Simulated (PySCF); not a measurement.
**Strontium: the same states on changed settings**

Aim: see what changed settings do to total energies and their difference. The change: radial step 0.5 in ln r (0.13 in the sound run), unsound on purpose. A sound run of the same states serves as the yardstick.

Method: unrestricted determinants in a Gaussian basis, no spin-orbit coupling in the energies. Code: PySCF 2.14.0.

## Step 1: What is computed

| Item | Value |
| --- | --- |
| Element | strontium (Z = 38) |
| Basis | aug-cc-pVDZ-X2C |
| Hamiltonian | scalar relativity by spin-free X2C-1e |
| State 1 | Sr⁺: [Kr] 5s1, 2S determinant |
| State 2 | Sr²⁺: [Kr], closed-shell 1S |
| Methods | M06-2X, BP86 |

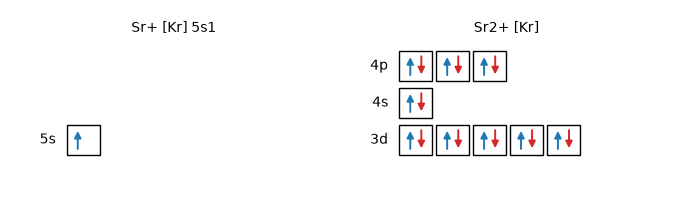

Outer shells as boxes.

The sound run (aug-cc-pVDZ-X2C, the spin-free X2C one-electron Hamiltonian (Gaussian nucleus), symmetry-adapted start, fine grid, valence correlation) gave:

| species | method | energy (hartree) |
| --- | --- | --- |
| Sr⁺ | UHF | -3177.17025 |
| Sr⁺ | M06-2X | -3179.24501 |
| Sr⁺ | BP86 | -3179.43104 |
| Sr²⁺ | UHF | -3176.78659 |
| Sr²⁺ | M06-2X | -3178.84247 |
| Sr²⁺ | BP86 | -3179.02049 |

One driver process ran all states and methods and kept the integrals in memory. Each run is shown as a PySCF script that sums up its settings (the driver passes frozen orbitals as a list and adds second-order terms of double hybrids); the logs are those of the runs themselves. The driver starts from symmetry-adapted Hartree-Fock orbitals, holds the occupation by maximum overlap and uses a logarithmic radial grid for functionals, so a plain start would take other cycles.

It was started by

```bash
$ OMP_NUM_THREADS=1 python atomrun2.py TASK.json OUT
```

The integrals over 45 functions and the set-up took 0.68 s of CPU time.

The grid is set inside the driver, so the scripts do not show it: radial step 0.5 in ln r (0.13 in the sound run).

## Step 2: Changed run, Sr⁺: the ladder of methods

#### M06-2X

The input, input.py:

```python
from pyscf import gto, scf, dft, mp, cc
import basis_set_exchange as bse
mol = gto.M(atom="Sr 0 0 0", charge=1, spin=1, symmetry="D2h",
            basis=gto.basis.parse(bse.get_basis("aug-cc-pVDZ-X2C", elements=["Sr"], fmt="nwchem", header=False)),
            nucmod="G")
mf = dft.UKS(mol, xc="M062X").sfx2c1e()
mf.irrep_nelec = {'Ag': (7, 6), 'B1g': (1, 1), 'B2g': (1, 1), 'B3g': (1, 1), 'B1u': (3, 3), 'B2u': (3, 3), 'B3u': (3, 3)}
mf.kernel()
```

The program printed:

```text
damping factor = 0
level_shift factor = 0
DIIS = <class 'pyscf.scf.diis.CDIIS'>
diis_start_cycle = 1
diis_space = 10
diis_damp = 0
SCF conv_tol = 1e-09
SCF conv_tol_grad = None
number electrons alpha = 19  beta = 18
XC functionals = M062X
    Y. Zhao and D. G. Truhlar.,  Theor. Chem. Acc. 120, 215 (2008)
    Y. Zhao and D. G. Truhlar.,  Theor. Chem. Acc. 120, 215 (2008)
cycle= 1 E= -3178.99767713884  delta_E= -0.00312  |g|= 0.00803  |ddm|=  2.1
cycle= 2 E= -3178.99773694944  delta_E= -5.98e-05  |g|= 0.00102  |ddm|= 0.275
cycle= 3 E= -3178.99773846256  delta_E= -1.51e-06  |g|= 0.000149  |ddm|= 0.0597
cycle= 4 E= -3178.99773848617  delta_E= -2.36e-08  |g|= 1.15e-05  |ddm|= 0.00521
cycle= 5 E= -3178.99773848634  delta_E= -1.69e-10  |g|= 1.4e-06  |ddm|= 0.000522
converged SCF energy = -3178.99773848634  <S^2> = 0.75083691  2S+1 = 2.0008367
```

Time after the integrals: 0.19 s (1 thread of Intel Xeon 6975P-C, shared host).

Orbital energies by shell (radii are means over both spins):

| shell | electrons | mean orbital energy (eV) | spread (eV) | rms radius (bohr) |
| --- | --- | --- | --- | --- |
| 1s α | 1 | -16064.7 | 0 | 0.0450 |
| 1s β | 1 | -16064.7 | 0 | 0.0450 |
| 2s α | 1 | -2208.1 | 0 | 0.187 |
| 2s β | 1 | -2208.0 | 0 | 0.187 |
| 2p α | 3 | -1965.4 | 0 | 0.166 |
| 2p β | 3 | -1965.3 | 0 | 0.166 |
| 3s α | 1 | -360.37 | 0 | 0.526 |
| 3s β | 1 | -360.29 | 0 | 0.526 |
| 3p α | 3 | -281.44 | 0 | 0.537 |
| 3p β | 3 | -281.38 | 0 | 0.537 |
| 3d α | 5 | -148.19 | 0 | 0.547 |
| 3d β | 5 | -148.13 | 0 | 0.547 |
| 4s β | 1 | -53.976 | 0 | 1.45 |
| 4s α | 1 | -53.912 | 0 | 1.45 |
| 4p β | 3 | -33.697 | 0 | 1.68 |
| 4p α | 3 | -33.478 | 0 | 1.68 |
| 5s α | 1 | -10.000 | 0 | 4.16 |

⟨S²⟩ = 0.751, ⟨L²⟩ = 0.00.

#### BP86

input.py, as changed from the run before:

```diff
@@ -5,3 +5,3 @@
             nucmod="G")
-mf = dft.UKS(mol, xc="M062X").sfx2c1e()
+mf = dft.UKS(mol, xc="B88,P86").sfx2c1e()
 mf.irrep_nelec = {'Ag': (7, 6), 'B1g': (1, 1), 'B2g': (1, 1), 'B3g': (1, 1), 'B1u': (3, 3), 'B2u': (3, 3), 'B3u': (3, 3)}
```

The program printed:

```text
damping factor = 0
level_shift factor = 0
DIIS = <class 'pyscf.scf.diis.CDIIS'>
diis_start_cycle = 1
diis_space = 10
diis_damp = 0
SCF conv_tol = 1e-09
SCF conv_tol_grad = None
number electrons alpha = 19  beta = 18
XC functionals = B88,P86
    A. D. Becke.,  Phys. Rev. A 38, 3098 (1988)
    J. P. Perdew.,  Phys. Rev. B 33, 8822 (1986)
cycle= 1 E= -3179.44382035  delta_E= -0.00183  |g|= 0.00481  |ddm|= 1.31
cycle= 2 E= -3179.44382692307  delta_E= -6.57e-06  |g|= 0.000388  |ddm|= 0.0964
cycle= 3 E= -3179.44382698102  delta_E= -5.8e-08  |g|= 3.23e-05  |ddm|= 0.00598
cycle= 4 E= -3179.44382698211  delta_E= -1.08e-09  |g|= 4.14e-06  |ddm|= 0.00147
cycle= 5 E= -3179.44382698212  delta_E= -1.59e-11  |g|= 6.89e-09  |ddm|= 0.000119
converged SCF energy = -3179.44382698212  <S^2> = 0.75017074  2S+1 = 2.0001707
```

It took 0.1 s on 1 thread of Intel Xeon 6975P-C, shared host, the integrals not counted.

## Step 3: Changed run, Sr²⁺

#### M06-2X

The input, input.py:

```python
from pyscf import gto, scf, dft, mp, cc
import basis_set_exchange as bse
mol = gto.M(atom="Sr 0 0 0", charge=2, spin=0, symmetry="D2h",
            basis=gto.basis.parse(bse.get_basis("aug-cc-pVDZ-X2C", elements=["Sr"], fmt="nwchem", header=False)),
            nucmod="G")
mf = dft.UKS(mol, xc="M062X").sfx2c1e()
mf.irrep_nelec = {'Ag': (6, 6), 'B1g': (1, 1), 'B2g': (1, 1), 'B3g': (1, 1), 'B1u': (3, 3), 'B2u': (3, 3), 'B3u': (3, 3)}
mf.kernel()
```

The program printed:

```text
damping factor = 0
level_shift factor = 0
DIIS = <class 'pyscf.scf.diis.CDIIS'>
diis_start_cycle = 1
diis_space = 10
diis_damp = 0
SCF conv_tol = 1e-09
SCF conv_tol_grad = None
number electrons alpha = 18  beta = 18
XC functionals = M062X
    Y. Zhao and D. G. Truhlar.,  Theor. Chem. Acc. 120, 215 (2008)
    Y. Zhao and D. G. Truhlar.,  Theor. Chem. Acc. 120, 215 (2008)
cycle= 1 E= -3178.59080222  delta_E= -0.000589  |g|= 0.000639  |ddm|=  0.1
cycle= 2 E= -3178.59080230209  delta_E= -8.21e-08  |g|= 2.01e-05  |ddm|= 0.00175
cycle= 3 E= -3178.5908023023  delta_E= -2.06e-10  |g|= 1.04e-06  |ddm|= 4.57e-05
converged SCF energy = -3178.5908023023  <S^2> = 7.1054274e-15  2S+1 = 1
```

Time after the integrals: 0.11 s (1 thread of Intel Xeon 6975P-C, shared host).

Orbital energies by shell (radii are means over both spins):

| shell | electrons | mean orbital energy (eV) | spread (eV) | rms radius (bohr) |
| --- | --- | --- | --- | --- |
| 1s | 2 | -16072.2 | 0 | 0.0450 |
| 2s | 2 | -2215.5 | 0 | 0.187 |
| 2p | 6 | -1972.8 | 0 | 0.166 |
| 3s | 2 | -367.74 | 0 | 0.526 |
| 3p | 6 | -288.83 | 0 | 0.537 |
| 3d | 10 | -155.58 | 0 | 0.547 |
| 4s | 2 | -61.240 | 0 | 1.45 |
| 4p | 6 | -40.853 | 0 | 1.66 |

⟨S²⟩ = 0.000, ⟨L²⟩ = 0.00.

#### BP86

input.py, as changed from the run before:

```diff
@@ -5,3 +5,3 @@
             nucmod="G")
-mf = dft.UKS(mol, xc="M062X").sfx2c1e()
+mf = dft.UKS(mol, xc="B88,P86").sfx2c1e()
 mf.irrep_nelec = {'Ag': (6, 6), 'B1g': (1, 1), 'B2g': (1, 1), 'B3g': (1, 1), 'B1u': (3, 3), 'B2u': (3, 3), 'B3u': (3, 3)}
```

The program printed:

```text
damping factor = 0
level_shift factor = 0
DIIS = <class 'pyscf.scf.diis.CDIIS'>
diis_start_cycle = 1
diis_space = 10
diis_damp = 0
SCF conv_tol = 1e-09
SCF conv_tol_grad = None
number electrons alpha = 18  beta = 18
XC functionals = B88,P86
    A. D. Becke.,  Phys. Rev. A 38, 3098 (1988)
    J. P. Perdew.,  Phys. Rev. B 33, 8822 (1986)
cycle= 1 E= -3179.03432526531  delta_E= -0.00136  |g|= 0.00328  |ddm|= 0.159
cycle= 2 E= -3179.03432747874  delta_E= -2.21e-06  |g|= 0.000145  |ddm|= 0.00636
cycle= 3 E= -3179.03432748291  delta_E= -4.17e-09  |g|= 1.59e-06  |ddm|= 0.000182
cycle= 4 E= -3179.03432748291  delta_E= -2.27e-12  |g|= 2.1e-07  |ddm|= 4.39e-06
converged SCF energy = -3179.03432748291  <S^2> = 7.1054274e-15  2S+1 = 1
```

It took 0.08 s on 1 thread of Intel Xeon 6975P-C, shared host, the integrals not counted.

## Step 4: Against the sound run

| species | method | converged | energy less sound run (eV) |
| --- | --- | --- | --- |
| Sr⁺ | M06-2X | yes | +6.7287 |
| Sr⁺ | BP86 | yes | -0.3479 |
| Sr²⁺ | M06-2X | yes | +6.8482 |
| Sr²⁺ | BP86 | yes | -0.3766 |

Ionisation energy of Sr⁺:

| method | sound run (eV) | changed run (eV) | shift (eV) |
| --- | --- | --- | --- |
| UHF | 10.440 | 10.440 | +0.000 |
| M06-2X | 10.954 | 11.073 | +0.120 |
| BP86 | 11.172 | 11.143 | -0.029 |

## Step 5: Results

| quantity | value |
| --- | --- |
| change | radial step 0.5 in ln r (0.13 in the sound run) |
| runs converged | 4 of 4 |
| largest shift of a converged total energy | 6.85 eV |
| largest shift of the ionisation energy | +0.120 eV (M06-2X) |

**Reading.** The ionisation energy moves by up to 0.12 eV, at M06-2X. A coarse radial grid mis-integrates the density and the exchange-correlation energy, with errors of either sign; Hartree-Fock needs no grid. The setting is unsound on purpose, so these numbers are no properties of the atom.
